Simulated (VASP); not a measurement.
Band structure of KBr (rock salt). Calculation: PW91 GGA, VASP's PBE PAW potentials (set 64) (plane waves; VASP).

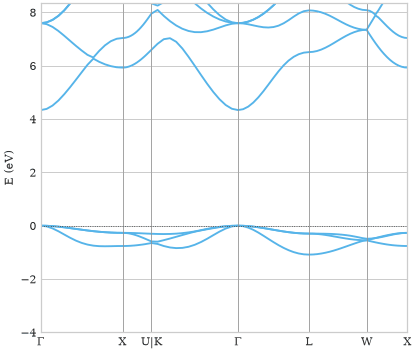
Figure: Bands along high-symmetry lines, zero at the valence-band maximum or, without a gap, the Fermi level

**Question.** Read the plot: is there a gap, and where are the band edges?

**Answer.** The gap is direct, 4.34 eV, from the valence maximum at Γ to the conduction minimum at Γ. (Edges off the drawn lines would not show.)

Measured: gap 7.40 eV (computed value off by -3.06 eV), as given by Aguado et al., (1998), arXiv:cond-mat/9809176.

The compound is KBr in the rock salt structure. It was relaxed first.
